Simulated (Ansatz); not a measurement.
Where the default PAW files enter, the runs use the earlier of Ansatz's two default sets.

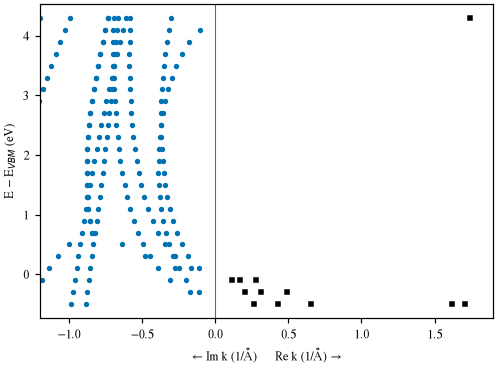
Figure: Complex bands at the centre of the two-dimensional zone; r2SCAN (Ansatz, an electronic-structure program)

The gap is the functional's own, uncorrected, and κ follows it; spin-orbit coupling is left out. Mid-gap values are interpolated between the computed energies.

Question: This is CaO (Fm-3m, rock salt, 2 atoms a cell, 13.9 Å³ an atom) along the normal of (110). Read off the slowest decay at the centre of the two-dimensional zone at 2.10 eV, the computed energy nearest the middle of the gap.

Answer: κ ≈ 0.36 1/Å, a decay length 1/(2κ) of the density of 1.4 Å.
